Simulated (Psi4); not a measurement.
## Excited-state calculation, with input and output: CaF (part 2 of 2)

The same run, continued: CaF, multiplicity 2; TDDFT (LRC-wPBEh)/pcSseg-2, UKS (Psi4 1.11). The geometry comes from this level: GFN2-xTB.

Geometry of the input (Å):
```
F  0.0000  0.0000  0.0000
Ca 0.0000  0.0000  1.8530
```

Log, continued
```
******************************************************************************************
**********                               WARNING                                **********
**********       The names of excited state variables changed between 1.5       **********
**********     and 1.6. For a quick solution, remove the symmetry specifier     **********
**********   from the variable name. For full details, see 'Notes on Psivars'   **********
**********                        in the documentation.                         **********
******************************************************************************************

         ---------------------------------------------------------
                         TDSCF excitation energies
         ---------------------------------------------------------

  ==> Options <==

     Residual threshold  : 1.0000e-04
     Initial guess       : denominators
     Reference           : UHF
     Solver type         : RPA (Hamiltonian)

  ==> Requested Excitations <==

      2 singlet states with A1 symmetry
      2 singlet states with A2 symmetry
      2 singlet states with B1 symmetry
      2 singlet states with B2 symmetry

  ==> Seeking the lowest 2 singlet states with A1 symmetry

                        Generalized Hamiltonian Solver

  ==> Options <==

    Max number of iterations        = 60
    Eigenvector tolerance           = 1.0000e-04
    Max number of expansion vectors = 400

  => Iterations <=
                              Max[D[value]]     Max[|R|]   # vectors
  HamiltonianSolver iter   1:   8.85610e-02  1.16072e-01      8
  HamiltonianSolver iter   2:   2.69220e-03  3.80701e-02     12
  HamiltonianSolver iter   3:   1.94746e-04  1.05418e-02     16
  HamiltonianSolver iter   4:   1.02397e-05  2.54264e-03     20
  HamiltonianSolver iter   5:   7.48757e-07  7.58167e-04     24
  HamiltonianSolver iter   6:   8.37923e-08  2.53131e-04     26
  HamiltonianSolver iter   7:   1.14486e-08  6.19536e-05     28      Converged

  ==> Seeking the lowest 2 singlet states with A2 symmetry

                        Generalized Hamiltonian Solver

  ==> Options <==

    Max number of iterations        = 60
    Eigenvector tolerance           = 1.0000e-04
    Max number of expansion vectors = 400

  => Iterations <=
                              Max[D[value]]     Max[|R|]   # vectors
  HamiltonianSolver iter   1:   3.06979e-01  5.26388e-02      8
  HamiltonianSolver iter   2:   1.08258e-03  1.52117e-02     12
  HamiltonianSolver iter   3:   5.43460e-05  4.02095e-03     16
  HamiltonianSolver iter   4:   6.76516e-06  3.36531e-03     20
  HamiltonianSolver iter   5:   1.43059e-06  6.99507e-04     24
  HamiltonianSolver iter   6:   9.09952e-08  2.31225e-04     26
  HamiltonianSolver iter   7:   3.50503e-09  2.43761e-05     28      Converged

  ==> Seeking the lowest 2 singlet states with B1 symmetry

                        Generalized Hamiltonian Solver

  ==> Options <==

    Max number of iterations        = 60
    Eigenvector tolerance           = 1.0000e-04
    Max number of expansion vectors = 400

  => Iterations <=
                              Max[D[value]]     Max[|R|]   # vectors
  HamiltonianSolver iter   1:   1.38853e-01  1.32448e-01      8
  HamiltonianSolver iter   2:   3.64123e-03  3.72082e-02     12
  HamiltonianSolver iter   3:   1.91511e-04  8.58305e-03     16
  HamiltonianSolver iter   4:   2.19273e-06  6.42967e-04     20
  HamiltonianSolver iter   5:   3.82347e-08  1.49372e-04     24
  HamiltonianSolver iter   6:   3.06149e-09  6.01465e-05     26      Converged

  ==> Seeking the lowest 2 singlet states with B2 symmetry

                        Generalized Hamiltonian Solver

  ==> Options <==

    Max number of iterations        = 60
    Eigenvector tolerance           = 1.0000e-04
    Max number of expansion vectors = 400

  => Iterations <=
                              Max[D[value]]     Max[|R|]   # vectors
  HamiltonianSolver iter   1:   1.38853e-01  1.32448e-01      8
  HamiltonianSolver iter   2:   3.64123e-03  3.72082e-02     12
  HamiltonianSolver iter   3:   1.91511e-04  8.58305e-03     16
  HamiltonianSolver iter   4:   2.19273e-06  6.42967e-04     20
  HamiltonianSolver iter   5:   3.82347e-08  1.49372e-04     24
  HamiltonianSolver iter   6:   3.06165e-09  6.01465e-05     26      Converged

******************************************************************************************
**********                               WARNING                                **********
**********  Length-gauge rotatory strengths are **NOT** gauge-origin invariant  **********
******************************************************************************************

                                    Excitation Energy         Total Energy        Oscillator Strength             Rotatory Strength
     #   Sym: GS->ES (Trans)        au              eV              au          au (length)    au (velocity)    au (length)    au (velocity)
    ---- -------------------- --------------- --------------- --------------- --------------- --------------- --------------- ---------------
     1      A1->B2 (1 B2)      0.07041         1.91595        -777.20446       0.2299          0.1888          0.0000         -0.0000
     2      A1->B1 (1 B1)      0.07041         1.91595        -777.20446       0.2299          0.1888          0.0000         -0.0000
     3      A1->A2 (1 A2)      0.08036         2.18684        -777.19450       0.0000          0.0000          0.0000         -0.0000
     4      A1->A1 (1 A1)      0.08037         2.18699        -777.19450       0.0000          0.0000          0.0000         -0.0000
     5      A1->A1 (1 A1)      0.08566         2.33101        -777.18920       0.1588          0.1218          0.0000         -0.0000
     6      A1->B1 (1 B1)      0.13731         3.73627        -777.13756       0.0867          0.0666          0.0000         -0.0000
     7      A1->B2 (1 B2)      0.13731         3.73627        -777.13756       0.0867          0.0666          0.0000         -0.0000
     8      A1->A2 (1 A2)      0.30583         8.32215        -776.96903       0.0000          0.0000          0.0000         -0.0000

Contributing excitations and de-excitations
Only contributions with abs(coeff) > 1.00e-01 will be printed:

Excited State    1 (1 B2):   0.07041 au   647.12 nm f = 0.2299
Alpha orbitals:
  Sums of squares: Xssq =  1.001416e+00; Yssq =  1.719088e-03; Xssq - Yssq =  9.996967e-01
      9a1 (a) ->   4b2 (a)    0.981191 (96.274%)
      9a1 (a) ->   5b2 (a)   -0.193786 ( 3.755%)
Beta orbitals:
  Sums of squares: Xssq =  9.126136e-04; Yssq =  6.092959e-04; Xssq - Yssq =  3.033177e-04

Excited State    2 (1 B1):   0.07041 au   647.12 nm f = 0.2299
Alpha orbitals:
  Sums of squares: Xssq =  1.001416e+00; Yssq =  1.719087e-03; Xssq - Yssq =  9.996967e-01
      9a1 (a) ->   4b1 (a)    0.981191 (96.274%)
      9a1 (a) ->   5b1 (a)   -0.193786 ( 3.755%)
Beta orbitals:
  Sums of squares: Xssq =  9.126136e-04; Yssq =  6.092959e-04; Xssq - Yssq =  3.033177e-04

Excited State    3 (1 A2):   0.08036 au   566.96 nm f = 0.0000
Alpha orbitals:
  Sums of squares: Xssq =  1.002209e+00; Yssq =  2.236559e-03; Xssq - Yssq =  9.999725e-01
      9a1 (a) ->   1a2 (a)    0.999381 (99.876%)
Beta orbitals:
  Sums of squares: Xssq =  7.480767e-05; Yssq =  4.727926e-05; Xssq - Yssq =  2.752841e-05

Excited State    4 (1 A1):   0.08037 au   566.92 nm f = 0.0000
Alpha orbitals:
  Sums of squares: Xssq =  1.002206e+00; Yssq =  2.233534e-03; Xssq - Yssq =  9.999725e-01
      9a1 (a) ->  11a1 (a)   -0.999380 (99.876%)
Beta orbitals:
  Sums of squares: Xssq =  7.479663e-05; Yssq =  4.726812e-05; Xssq - Yssq =  2.752851e-05

Excited State    5 (1 A1):   0.08566 au   531.89 nm f = 0.1588
Alpha orbitals:
  Sums of squares: Xssq =  1.000817e+00; Yssq =  1.162541e-03; Xssq - Yssq =  9.996541e-01
      9a1 (a) ->  10a1 (a)   -0.988932 (97.799%)
      9a1 (a) ->  13a1 (a)    0.108262 ( 1.172%)
Beta orbitals:
  Sums of squares: Xssq =  7.836722e-04; Yssq =  4.377783e-04; Xssq - Yssq =  3.458939e-04

Excited State    6 (1 B1):   0.13731 au   331.84 nm f = 0.0867
Alpha orbitals:
  Sums of squares: Xssq =  1.000877e+00; Yssq =  1.222692e-03; Xssq - Yssq =  9.996538e-01
      9a1 (a) ->   4b1 (a)   -0.194612 ( 3.787%)
      9a1 (a) ->   5b1 (a)   -0.978169 (95.681%)
Beta orbitals:
  Sums of squares: Xssq =  5.240820e-04; Yssq =  1.779223e-04; Xssq - Yssq =  3.461597e-04

Excited State    7 (1 B2):   0.13731 au   331.84 nm f = 0.0867
Alpha orbitals:
  Sums of squares: Xssq =  1.000877e+00; Yssq =  1.222692e-03; Xssq - Yssq =  9.996538e-01
      9a1 (a) ->   4b2 (a)   -0.194612 ( 3.787%)
      9a1 (a) ->   5b2 (a)   -0.978169 (95.681%)
Beta orbitals:
  Sums of squares: Xssq =  5.240819e-04; Yssq =  1.779223e-04; Xssq - Yssq =  3.461597e-04

Excited State    8 (1 A2):   0.30583 au   148.98 nm f = 0.0000
Alpha orbitals:
  Sums of squares: Xssq =  1.000358e+00; Yssq =  7.381687e-04; Xssq - Yssq =  9.996201e-01
      8a1 (a) ->   1a2 (a)    0.121644 ( 1.480%)
      9a1 (a) ->   2a2 (a)    0.744326 (55.402%)
      3b1 (a) ->   4b2 (a)   -0.461400 (21.289%)
      3b2 (a) ->   4b1 (a)   -0.461400 (21.289%)
Beta orbitals:
  Sums of squares: Xssq =  3.891729e-04; Yssq =  9.281031e-06; Xssq - Yssq =  3.798918e-04

******************************************************************************************
**********                               WARNING                                **********
**********       The names of excited state variables changed between 1.5       **********
**********     and 1.6. For a quick solution, remove the symmetry specifier     **********
**********   from the variable name. For full details, see 'Notes on Psivars'   **********
**********                        in the documentation.                         **********
******************************************************************************************

  Variable Map:
  ----------------------------------------------------------------------------
  "CURRENT ENERGY"              =>    -777.274866197119
  "CURRENT REFERENCE ENERGY"    =>    -777.274866197119
  "DD SOLVATION ENERGY"         =>       0.000000000000
  "DFT FUNCTIONAL TOTAL ENERGY" =>    -777.274866197119
  "DFT TOTAL ENERGY"            =>    -777.274866197119
  "DFT VV10 ENERGY"             =>       0.000000000000
  "DFT XC ENERGY"               =>     -34.768793501300
  "GRID ELECTRONS ALPHA"        =>      14.999960467749
  "GRID ELECTRONS BETA"         =>      13.999960525094
  "GRID ELECTRONS TOTAL"        =>      28.999920992844
  "NUCLEAR REPULSION ENERGY"    =>      51.405541391079
  "ONE-ELECTRON ENERGY"         =>   -1171.068570717644
  "PCM POLARIZATION ENERGY"     =>       0.000000000000
  "PE ENERGY"                   =>       0.000000000000
  "SCF ITERATION ENERGY"        =>    -777.274866197119
  "SCF ITERATIONS"              =>      10.000000000000
  "SCF TOTAL ENERGY"            =>    -777.274866197119
  "TWO-ELECTRON ENERGY"         =>     377.156956630745
  "XC GRID RADIAL POINTS"       =>      75.000000000000
  "XC GRID SPHERICAL POINTS"    =>     302.000000000000
  "XC GRID TOTAL POINTS"        =>   29374.000000000000

  Array Variable Map:
  ----------------------------------------------------------------------------
  "CURRENT DIPOLE"              =>       0.000000000000 ... 0.887518542491 1 by 3
  "SCF DIPOLE"                  =>       0.000000000000 ... 0.887518542491 1 by 3
  "SCF TOTAL ENERGIES"          =>    -776.525625205562 ... -777.274866197119 1 by 11

    Psi4 run time: 0:00:11.80
```

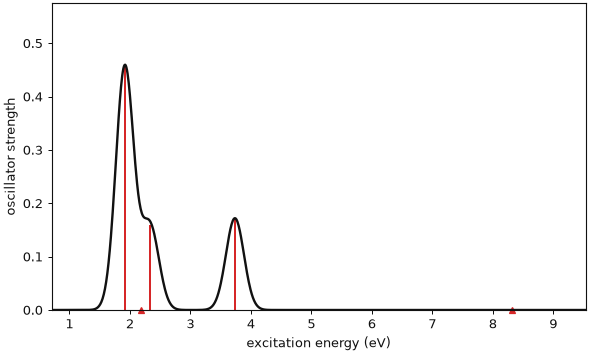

Computed excitations as sticks (degenerate states added up, dark ones marked on the axis), with a Gaussian envelope of 0.35 eV full width at half maximum, scaled to the tallest. Of the 8 states the lowest lies at 1.92 eV (f = 0.230); the strongest line is at 1.92 eV, or 647 nm (f = 0.460, summed over 2 states that lie within 0.004 eV).

Summary

| quantity | value |
| --- | --- |
| outcome | converged |
| total energy | −777.274866 hartree |
| basis functions | 86 |
| ⟨S²⟩ | 0.750 |
| dipole moment | 2.26 D |
| lowest excitation | 1.92 eV |
| hardware | 1 thread of AMD EPYC (Zen 5), 16 GiB of memory available, shared host |
| wall time | 13 s |
| peak memory | 0.34 GiB |

Settings chosen away from the usual ones: mom_start set to 5; maxiter set to 100 (from 60); damping_percentage set to null (from 40). The record of the run, not the program, notes: occupations held by overlap or a lasting level shift; may not be the lowest state.
